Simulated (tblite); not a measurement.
C₂H₁₃NSi₄: geometry relaxation (part 3 of 3)

C₂H₁₃NSi₄; GFN2-xTB geometry optimisation, gas phase (tblite 0.8.0). It belongs to a series of runs on one base structure; here: H on Si replaced by NHCH3.

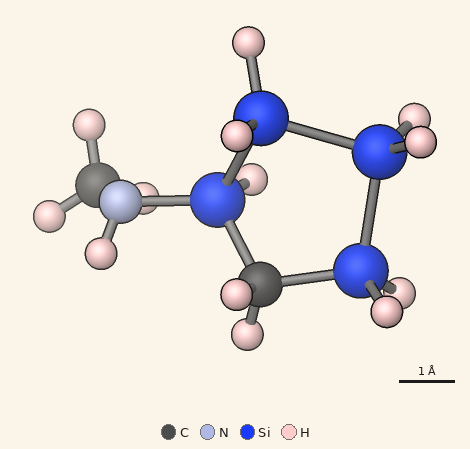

Figure 1. The structure as given in the input (ball-and-stick view, seen at a tilt).

## Input file
```
{"job": {"kind": "relax", "xc": "GFN2-xTB", "basis": "xTB"}, "charge": 0, "multiplicity": 1}
C      3.200600     0.303200    -0.196500
N      2.046100     0.049100    -1.079100
Si     0.611900     0.052500    -0.047300
C     -0.427100    -1.473200    -0.192100
Si    -1.977800    -1.250300     0.803600
Si    -2.534400     0.923800     0.686400
Si    -0.909500     1.581600    -0.730100
H      2.966900     0.023600     0.859700
H      3.389200     1.397800    -0.185900
H      4.083200    -0.259700    -0.511300
H      2.169300    -0.880500    -1.535500
H      0.874500     0.365800     1.362300
H     -0.673700    -1.613000    -1.247200
H      0.116200    -2.402500     0.125500
H     -1.836800    -1.719700     2.165100
H     -3.063900    -1.959400     0.108300
H     -3.864000     1.137700     0.148500
H     -2.342300     1.466700     2.029400
H     -0.471900     2.946800    -0.483400
H     -1.361700     1.320100    -2.083600
```

The first line tells a small driver script what to run in tblite; the rest is the geometry in Å.

Launched with:
```bash
OMP_NUM_THREADS=1 python <driver script> task.json out
```

## Results in brief

| quantity | value |
| --- | --- |
| outcome | converged |
| total energy | −563.6023 eV |
| hardware | 1 CPU thread, shared host |
| wall time | 1.6 s |
| peak memory | 0.18 GiB |
